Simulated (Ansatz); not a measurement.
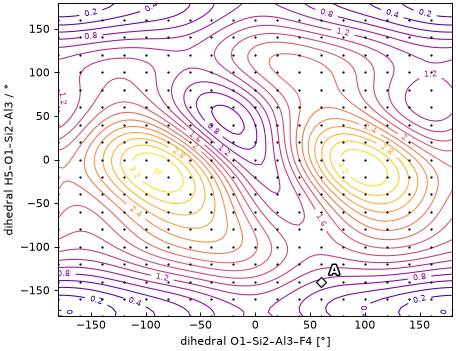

AlFH₄OSi, SMILES O[SiH2][AlH][F]. The first coordinate is: dihedral O1–Si2–Al3–F4; the second: dihedral H5–O1–Si2–Al3. Nothing is relaxed (all other coordinates rigid). The grid has 18 × 18 points. Points are written as (first, second). Energies: kcal/mol, counted from the lowest grid point. Method: Ansatz 0.2.0, RHF/def2-SVP.

The picture shows contour lines labelled in kcal/mol, dots at the grid points, the point A. Between grid points the surface is interpolated.

Question: Is A at rest? If not, where is it pushed?

Answer: A, at (60°, −140°), is not a stationary point. The computed force is 0.0059 kcal/mol for each degree towards larger values of dihedral O1–Si2–Al3–F4 and 0.017 kcal/mol for each degree towards smaller values of dihedral H5–O1–Si2–Al3.
